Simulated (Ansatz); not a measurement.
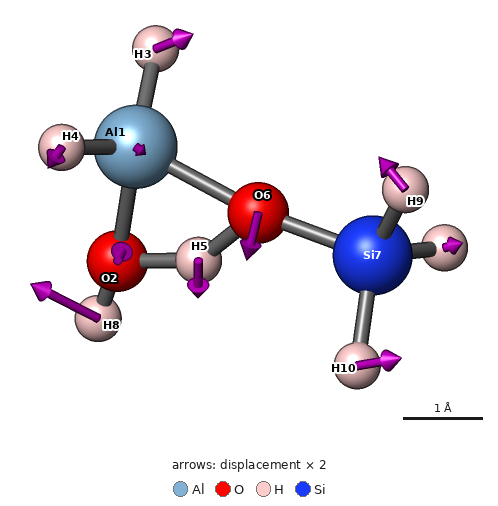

This is a constrained relaxation of AlSiH7O2. The starting structure is drawn; purple arrows show the displacements, magnified 2 times. The two geometries are superimposed by the best rigid fit.

The picture is a ball-and-stick view, seen at a tilt.

The reaction that was planned forms Al1–O6, O2–H5 and breaks Al1–O2, H5–O6 (atoms numbered from 1 in input order).

Theory: Ansatz 0.2.0, RKS PBE0-D4/def2-SVP. Settings: held fixed: the distance between atoms 1 (Al) and 6 (O), the distance between atoms 2 (O) and 5 (H), the distance between atoms 1 (Al) and 2 (O), the distance between atoms 5 (H) and 6 (O), counting from 1; force threshold 0.04 eV/Å; at most 150 steps.

> What did the optimiser do to the structure, and how much energy did it gain?

The largest move after the best rigid fit is that of an H atom, 0.57 Å. Largest moves by element: H 0.57 Å, O 0.34 Å, Al 0.09 Å, Si 0.01 Å. Among the contacts that change: Al–H 1.541 → 1.597 Å, O–Si 1.629 → 1.673 Å, H–Si 1.459 → 1.491 Å, H–O 0.956 → 0.961 Å. Bond angles that change, for instance: Al–O–H 171.7° → 127.7°, Al–O–Si 170.4° → 148.7°, O–H–O 147.6° → 132.4°. After 8 accepted moves (10 points after the start) the energy has fallen by 49.3 kJ/mol. Largest force component: 2.4 eV/Å at the start, 0.028 eV/Å at the end. The line search rejected the trial steps at points 4, 8 of the run.
